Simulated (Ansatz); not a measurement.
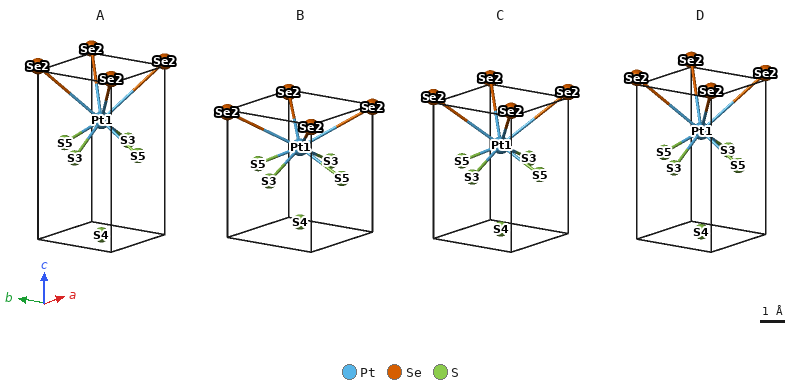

4 geometries from one relaxation of solid PtSeS₃ (a generated structure, set up in P4mm) (coarse preliminary run), in shuffled order. A ball-and-stick model of the cell of the calculation, seen from a free direction.

Computed with DFT PBE, scalar-relativistic, plane waves, PAW (Ansatz 0.2.0). Set-up: plane-wave cutoff 420 eV; k-point mesh 4 × 4 × 4; occupations gaussian; smearing width 0.1 eV; no spin polarisation; cell and atoms relaxed; force threshold 0.04 eV/Å; at most 70 steps.

**Order the frames from highest to lowest energy.**

B, C, D, A. They are steps 0, 2, 5, 13, at +1.750 eV per cell of the calculation, +0.516 eV per cell of the calculation, +87.1 meV per cell of the calculation relative to the last. S4 moves most relative to the cell: 0.65 Å along −c. By element the largest moves are S 0.65 Å, Se 0.32 Å, Pt 0.03 Å. The volume changes by +1.3 %, with a = b 4.452 → 3.893 Å (−12.6 %), c 5.629 → 7.458 Å (+32.5 %). Near-neighbour distances that change, for instance: Se2–S4 3.216 → 2.755 Å, S3–S5 3.148 → 2.753 Å, Pt1–Se2 3.564 → 3.716 Å, Pt1–S3 2.461 → 2.325 Å. Bond angles that change, for instance: S3–Pt1–S3 129.5° → 113.7°, Pt1–S5–Pt1 129.5° → 113.7°, S3–Pt1–S4 115.2° → 123.2°. The space group stays P4mm (No. 99). After 10 accepted moves (13 points after the start) the energy has fallen by 1.750 eV per cell of the calculation. Largest force component: 1.1 eV/Å at the start, 0.039 eV/Å at the end. The pressure goes from −7.28 to 0.17 GPa. The line search rejected the trial step at point 6 of the run. At 2 points the geometry stayed and the basis and grid were re-selected for the new cell (energy shift of 40.6 meV per cell of the calculation at most each time).
